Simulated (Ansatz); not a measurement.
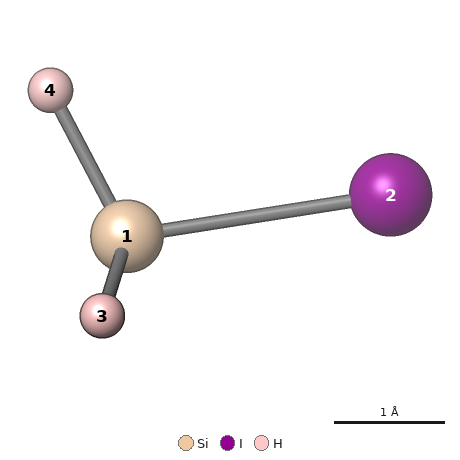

Orthographic view. Distant atoms are faded towards the background colour. The species is neutral and a spin doublet. The geometry was computed by an optimisation with PBE-D4/def2-SVP. No frequency run is at hand to confirm it as a minimum.

Give the distance matrix in Å.

| atom | Si1 | I2 | H3 | H4 |
| --- | --- | --- | --- | --- |
| Si1 | 0.00 |  |  |  |
| I2 | 2.46 | 0.00 |  |  |
| H3 | 1.51 | 3.27 | 0.00 |  |
| H4 | 1.51 | 3.27 | 2.48 | 0.00 |
